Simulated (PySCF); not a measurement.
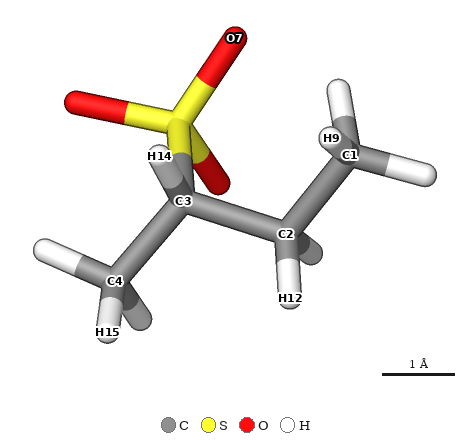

Figure 1. The structure as given in the input (stick view, seen at a tilt; atoms are numbered from 1 in the order of the input).

**C4H9O3S (charge −1): NMR shielding calculation**

- system: C4H9O3S, charge −1
- method: GIAO HSE06/def2-SVP NMR shielding, non-relativistic, gas phase (PySCF 2.14.0)

The geometry comes from this level: GFN2-xTB. It belongs to a series of runs on one base structure; here: HSE06/def2-SVP; guess sap. Figures and captions count atoms from 1; the log counts them from 0 in places.

Output
```
final grid: 138552 points
cycle   1  E = -740.1947362011  dE =  3.171e+01  |g| = 8.849e+00  |ddm| = 6.775e+01
cycle   2  E = -597.1765800892  dE =  1.430e+02  |g| = 1.791e+01  |ddm| = 7.393e+01
cycle   3  E = -729.1594552790  dE = -1.320e+02  |g| = 1.198e+01  |ddm| = 4.454e+01
cycle   4  E = -780.2431540994  dE = -5.108e+01  |g| = 1.453e+00  |ddm| = 2.493e+01
cycle   5  E = -777.9287925819  dE =  2.314e+00  |g| = 2.905e+00  |ddm| = 1.847e+01
cycle   6  E = -780.6691129667  dE = -2.740e+00  |g| = 7.431e-01  |ddm| = 1.831e+01
cycle   7  E = -780.7633011801  dE = -9.419e-02  |g| = 3.568e-01  |ddm| = 1.223e+00
cycle   8  E = -780.7866663899  dE = -2.337e-02  |g| = 8.229e-02  |ddm| = 3.921e-01
cycle   9  E = -780.7880255296  dE = -1.359e-03  |g| = 3.367e-02  |ddm| = 1.161e-01
cycle  10  E = -780.7882181547  dE = -1.926e-04  |g| = 1.691e-02  |ddm| = 5.319e-02
cycle  11  E = -780.7882670710  dE = -4.892e-05  |g| = 8.596e-03  |ddm| = 2.752e-02
cycle  12  E = -780.7882811977  dE = -1.413e-05  |g| = 1.955e-03  |ddm| = 1.078e-02
cycle  13  E = -780.7882819709  dE = -7.732e-07  |g| = 4.987e-04  |ddm| = 2.779e-03
cycle  14  E = -780.7882820346  dE = -6.365e-08  |g| = 1.311e-04  |ddm| = 8.910e-04
cycle  15  E = -780.7882820279  dE =  6.715e-09  |g| = 5.696e-05  |ddm| = 2.082e-04
cycle  16  E = -780.7882820286  dE = -7.681e-10  |g| = 1.273e-05  |ddm| = 6.618e-05
converged SCF energy = -780.7882820286

GIAO shielding tensors (ppm)
atom      isotropic    diamagn.    paramagn.     s11        s22        s33       span
  0 C      179.748     246.295     -66.547    167.668    178.269    193.307     25.639
  1 C      166.850     247.488     -80.638    153.706    163.711    183.133     29.427
  2 C      136.969     249.461    -112.492    123.980    128.781    158.145     34.165
  3 C      176.016     247.278     -71.263    158.545    174.912    194.590     36.045
  4 S      248.457    1048.697    -800.240    126.654    304.282    314.436    187.782
  5 O      146.156     398.858    -252.702    122.023    132.225    184.220     62.198
  6 O      136.730     401.270    -264.540    108.550    125.871    175.770     67.220
  7 O      168.916     401.843    -232.927    135.853    156.484    214.410     78.557
  8 H       31.678      31.595       0.083     27.763     29.491     37.781     10.018
  9 H       31.597      29.878       1.719     27.179     28.829     38.783     11.605
 10 H       27.975      31.700      -3.726     20.285     28.835     34.804     14.518
 11 H       30.923      32.710      -1.787     25.265     31.064     36.440     11.175
 12 H       29.570      33.543      -3.973     26.374     29.703     32.633      6.258
 13 H       30.290      35.111      -4.821     27.468     30.464     32.938      5.469
 14 H       31.702      31.442       0.260     27.654     29.256     38.197     10.543
 15 H       29.774      31.254      -1.480     24.153     29.967     35.201     11.048
 16 H       30.665      32.147      -1.481     27.136     30.250     34.610      7.474
```

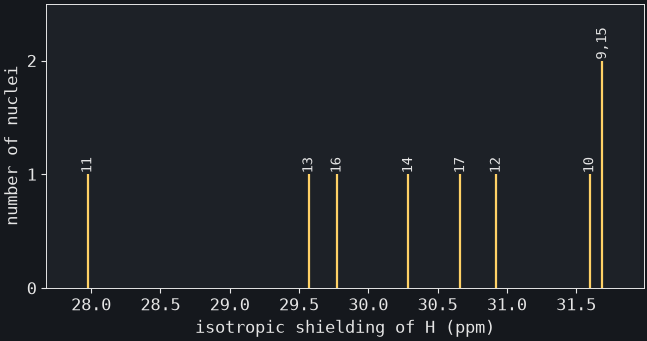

Figure 2. Isotropic shieldings of the hydrogen nuclei in this fixed geometry, labelled by atom number; shielding grows to the right, so chemical shift grows to the left. The least shielded is H11 (28.0 ppm), the most shielded H15 (31.7 ppm).

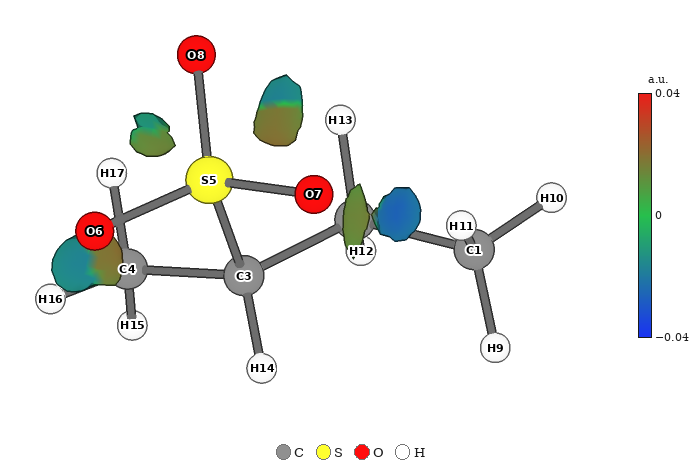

Figure 3. Non-covalent interaction (NCI) plot: the surface where the reduced density gradient is 0.4, for densities under 0.05 a.u., coloured by sign(λ₂)ρ; seen from the side.

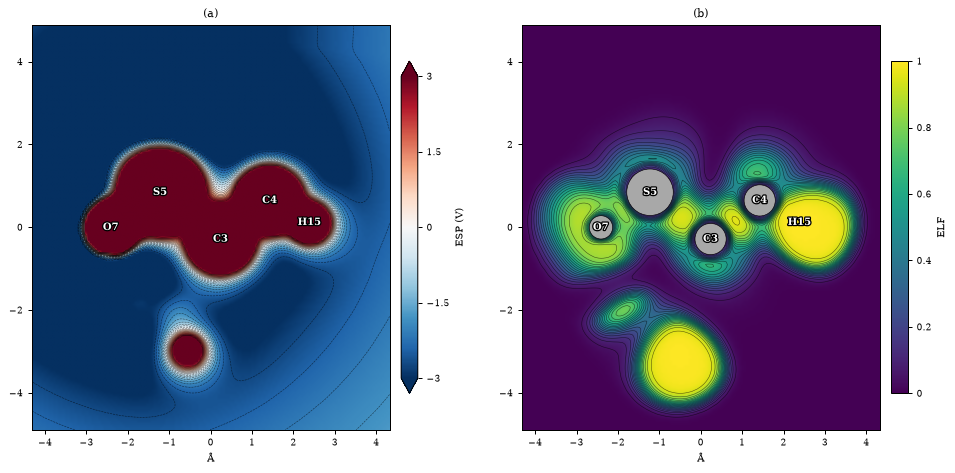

Figure 4. (a) molecular electrostatic potential; (b) ELF on the plane of atoms C4, C3 and S5. Grey discs, where drawn, cover atomic cores. The section cuts through C, S, O and H sites. S–O (1.47 Å): the ELF peaks at about 0.85 between the atoms, which marks a shared but strongly polarised pair. C–C (1.51 Å): the ELF peaks at about 0.95 between the atoms (a covalent bond). C–S (1.85 Å): the ELF peaks at about 0.95 between the atoms, which marks a covalent bond.

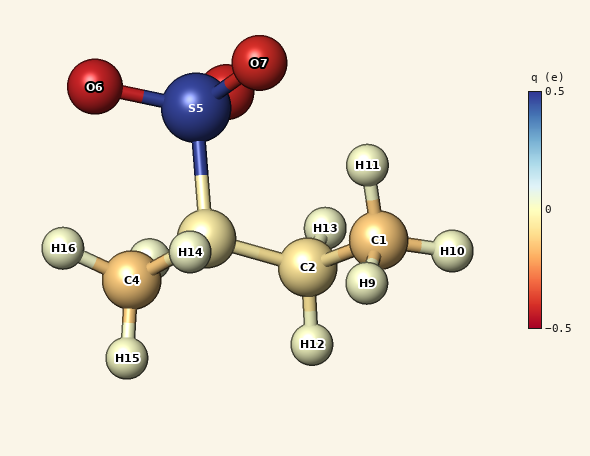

Figure 5. Hirshfeld charges, as the colour of each atom (ball-and-stick view, seen at a tilt; atoms are numbered from 1 in the order of the input). By element: C −0.14 to −0.05, S +0.48, O −0.42 to −0.40 and H +0.01 to +0.03 e.

The run was set up as follows.

The input
```
{"job": {"kind": "nmr", "xc": "HSE06", "basis": "def2-SVP", "pop": true, "scf": {"guess": "sap"}}, "charge": -1, "multiplicity": 1}
C      2.008204     0.559250    -0.239345
C      0.876977    -0.417993    -0.530543
C     -0.248191    -0.286119     0.473283
C     -1.264154    -1.398918     0.385723
S     -1.206446     1.235536     0.042206
O     -2.347334     1.228587     0.958255
O     -0.309020     2.372762     0.262060
O     -1.578577     1.051079    -1.360159
H      2.518866     0.293685     0.686911
H      2.738721     0.566947    -1.048416
H      1.572969     1.550211    -0.129366
H      1.261113    -1.448145    -0.554882
H      0.443290    -0.188132    -1.506940
H      0.114411    -0.140496     1.490421
H     -0.850148    -2.373151     0.661172
H     -2.100918    -1.154926     1.035808
H     -1.636761    -1.438148    -0.636095
```

The first line tells a small driver script what to run in PySCF; the rest is the geometry in Å.

Launched with:
```bash
OMP_NUM_THREADS=1 python <driver script> task.json out
```

Results in brief

- outcome: converged
- total energy: −780.788282 hartree
- HOMO: −1.37 eV
- LUMO: 5.14 eV
- isotropic shielding, C: 137.0 to 179.7 ppm
- isotropic shielding, S: 248.5 ppm
- isotropic shielding, O: 136.7 to 168.9 ppm
- isotropic shielding, H: 28.0 to 31.7 ppm
- hardware: 1 CPU thread, shared host
- wall time: 2.3 min
- peak memory: 0.8 GiB

Notes

Settings chosen away from the usual ones: HSE06/def2-SVP; guess sap.
